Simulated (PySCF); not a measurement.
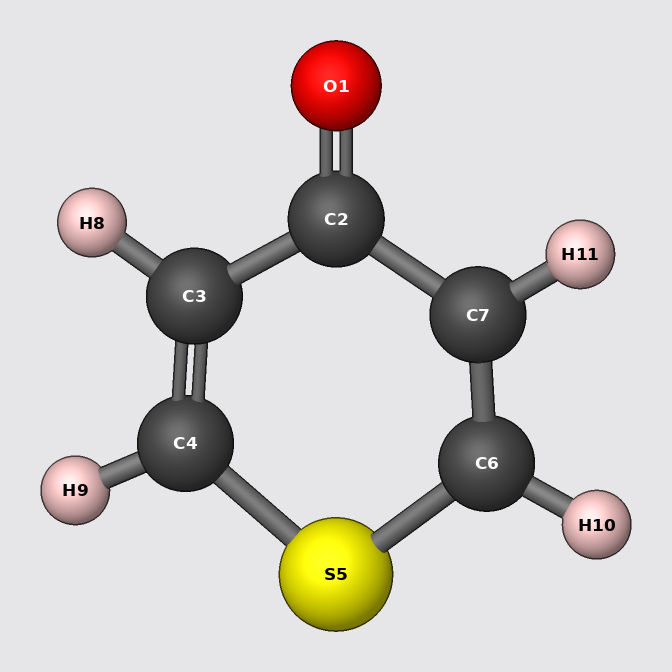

The questions are on Mulliken spin populations. State: charge +1, doublet. The geometry was computed by an optimisation with GFN2-xTB. No frequency run is at hand to confirm it as a minimum. Level of theory: UKS B3LYP, pcH-1 on C H O S, non-relativistic (PySCF 2.14.0).

> Which atom carries the largest spin population?

S5 (0.41 e).

> Which atom has the lowest spin population?

C2 (−0.17 e); a negative value comes from spin polarisation.

Give the Mulliken spin populations atom by atom.

```csv
atom,value (e)
O1,0.38
C2,−0.17
C3,0.31
C4,−0.11
S5,0.41
C6,−0.11
C7,0.31
H8,−0.01
H9,0.00
H10,0.00
H11,−0.01
```

The run warned: orbitally degenerate or nearly so: second-order g, spin-orbit hyperfine and D do not apply.

Mulliken values depend strongly on the basis set.
